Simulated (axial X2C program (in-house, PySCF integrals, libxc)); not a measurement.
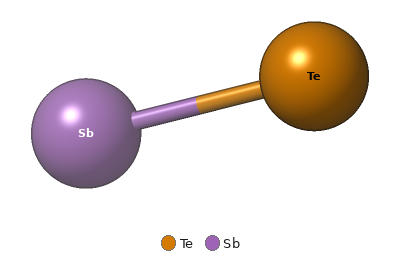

*The molecule at the reference distance of 2.654 Å.*

# Relativistic diatomic calculation for TeSb⁻

TeSb⁻, single determinant with M_S = 1 and |Λ| = 0. Computed at this level: PBE0, spin-free X2C-1e, Te dyall-acv3z, Sb dyall-acv3z (cores contracted) (axial X2C program (in-house, PySCF integrals, libxc)).

Input:
```
{"zs": [52, 51], "q": -1, "bas": ["dyall-acv3z", "dyall-acv3z"], "levels": ["PBE0", "HF", "PW91"], "cc": true, "r0": 2.61, "thr": -1.0, "nmax": 90, "npts": 10, "nst": 2, "ntry": 6}
```

The line is the task of a batch: nuclear charges, charge, bases, the levels to run, a first guess of the distance and further settings. This report covers PBE0 without spin-orbit coupling. The log is that of the reference distance 2.654 Å.

The run was one of a batch that the task file lists, launched with:
```bash
python <driver script> task.json out
```

The program's output:
```
spin-free X2C-1e  PBE0
basis functions 280  fitting functions 1411  grid points 5803
iter        total energy     max residual
   1     -13269.995561342     9.85e+00
   2     -13274.031719974     3.94e-02
   3     -13274.006227981     6.07e-02
   4     -13274.083491757     5.17e-03
   5     -13274.083997425     2.16e-03
   6     -13274.084166236     1.58e-03
   7     -13274.084227827     4.24e-04
   8     -13274.084231829     3.30e-05
   9     -13274.084231883     1.79e-05
  10     -13274.084231890     7.90e-06
  11     -13274.084231892     1.28e-06
  12     -13274.084231892     4.06e-07
converged
one-electron -19300.83728850  Coulomb 5847.34515519  exact exchange -86.07887016  xc functional -263.29166223  nuclear repulsion 528.77843382
```

The points of the curve:

| R (Å) | E (hartree) | dipole (D; origin at the first atom, positive when the second is positive) | highest filled (eV) | lowest empty (eV) |
| --- | --- | --- | --- | --- |
| 2.495 | −13274.078920 | −5.66 | −0.21 | 2.27 |
| 2.574 | −13274.083304 | −5.56 | −0.34 | 2.15 |
| 2.654 | −13274.084232 | −5.47 | −0.46 | 2.04 |
| 2.747 | −13274.082120 | −5.36 | −0.59 | 1.91 |
| 2.840 | −13274.077589 | −5.25 | −0.71 | 1.78 |
| 2.959 | −13274.069485 | −5.13 | −0.84 | 1.63 |

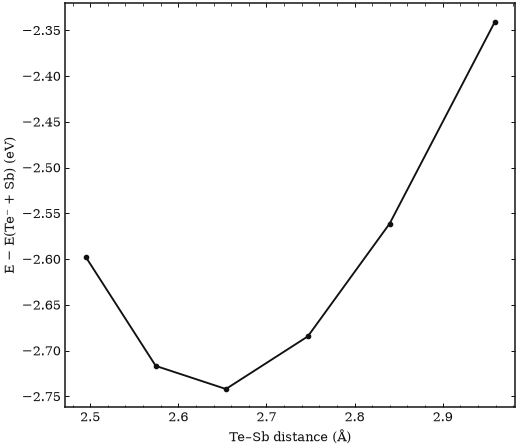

*Energy at 6 bond lengths, for one set of occupations held fixed; the line joins the points.*

A polynomial of degree 4 through 6 points gives rₑ = 2.639 Å, ωₑ = 224.3 cm⁻¹, ωₑxₑ = 0.41 cm⁻¹ and Bₑ = 0.03865 cm⁻¹. The minimum lies 2.74 eV below Te⁻ + Sb, each computed as one determinant at the same level.

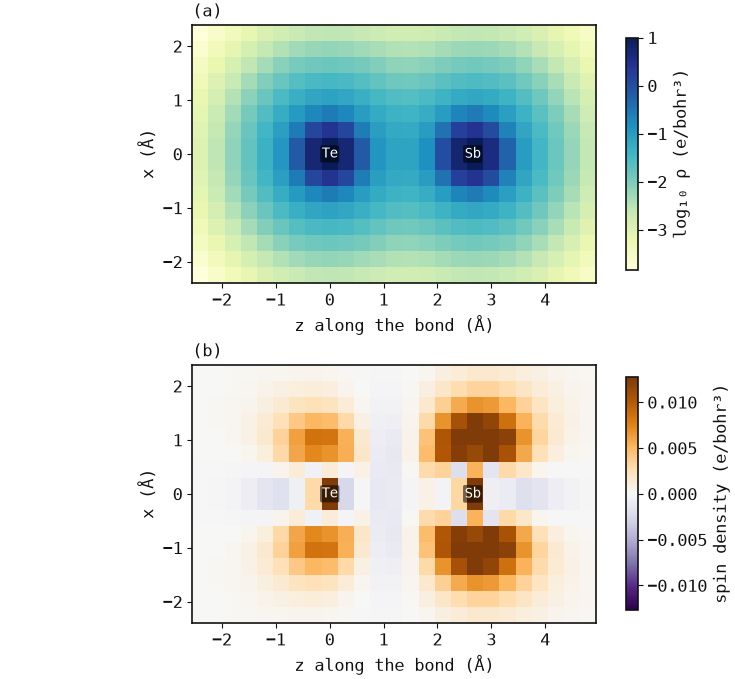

*(a) electron density on a logarithmic scale; (b) spin density, in a plane that holds the axis, at 2.65 Å, on points 0.3 Å apart (one half computed, the other mirrored); the structure near the nuclei is finer than these points.*

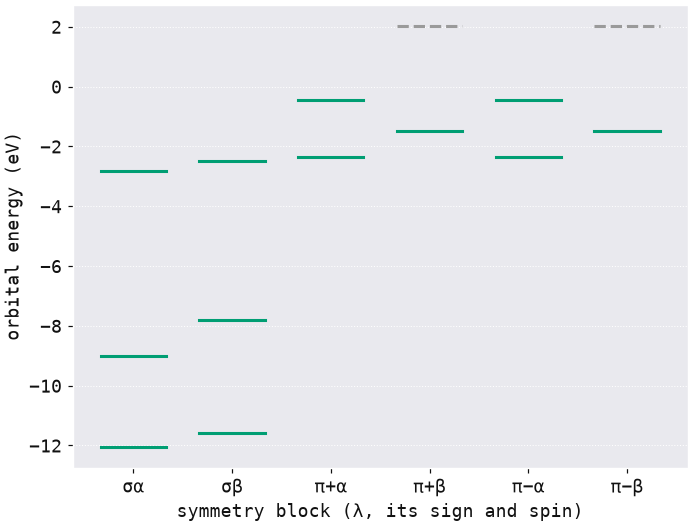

*Orbital energies near the frontier at 2.65 Å, filled (solid) and empty (dashed); a label such as π−α means λ = −1 and α spin.*

The highest filled orbital (π+α; 42 % Sb p, 35 % Te p) lies at −0.46 eV, the lowest empty one (π−β; 60 % Sb p, 17 % Te p) at 2.04 eV.

Summary:

- outcome: converged
- bond length rₑ: 2.639 Å
- ωₑ: 224.3 cm⁻¹
- energy at the minimum: −13274.08428 hartree
- depth below the fragments: 2.74 eV
- largest ⟨S²⟩ along the curve: 2.01
- hardware: 1 CPU thread, shared host
- wall time: 13 s

Notes:

Caveats: 6 of the 10 points asked for were kept.
